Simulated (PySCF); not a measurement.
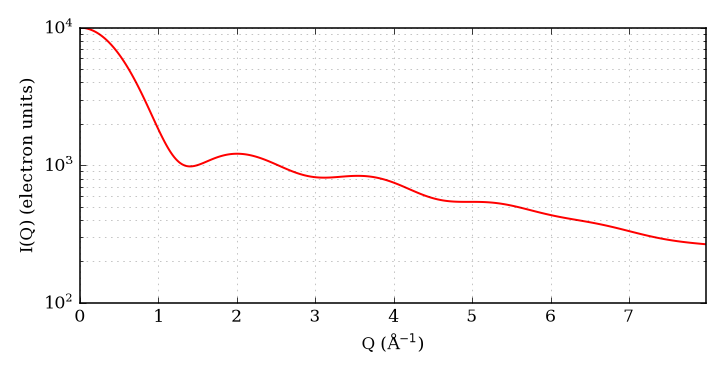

Elastic X-ray scattering of a randomly oriented, rigid molecule, calculated with the Debye equation from neutral-atom form factors (independent atoms, no Compton part, no vibration). The geometry is the end point of an optimisation (PBE0-D3(BJ)/def2-SVP geometry optimisation, gas phase (PySCF)); it may be a saddle point or a higher isomer. It contains O, Si, Ge, C, Cl, H.

> How many electrons does the independent-atom model of the molecule hold?

I(0) is the square of the electron number: I(0) = 9990, so about 100 electrons, the count of CH9ClGeOSi2.

> What radius of gyration does the initial fall-off give?

From I(Q) ≈ I(0) exp(−Q²R²/3) at small Q, R ≈ 2.32 Å. It is larger than the electron-weighted radius of the nuclear positions alone (2.21 Å), because each atom's electron cloud adds to it.
